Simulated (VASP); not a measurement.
Band structure of ZrO2 (fluorite). Method: PBE GGA, VASP's PBE PAW potentials (set 64) (plane waves; VASP).

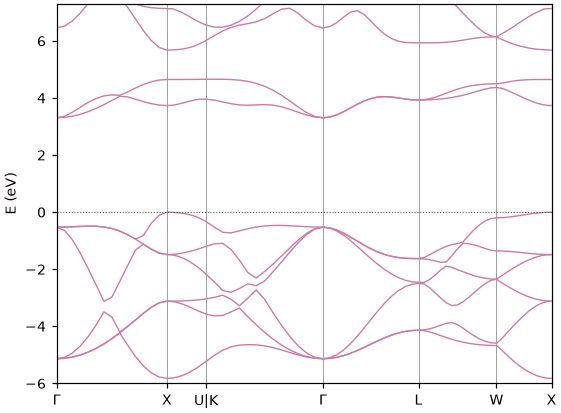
Figure: Bands along high-symmetry lines, zero at the valence-band maximum or, without a gap, the Fermi level

**Question.** Read the plot: is there a gap, and where are the band edges?

**Answer.** The gap is indirect, 3.31 eV, from the valence maximum at X to the conduction minimum at Γ. (Edges off the drawn lines would not show.)

The compound is ZrO2 in the fluorite structure, the high-temperature cubic form, which is unstable at 0 K; the monoclinic form is the stable one. It was relaxed first.
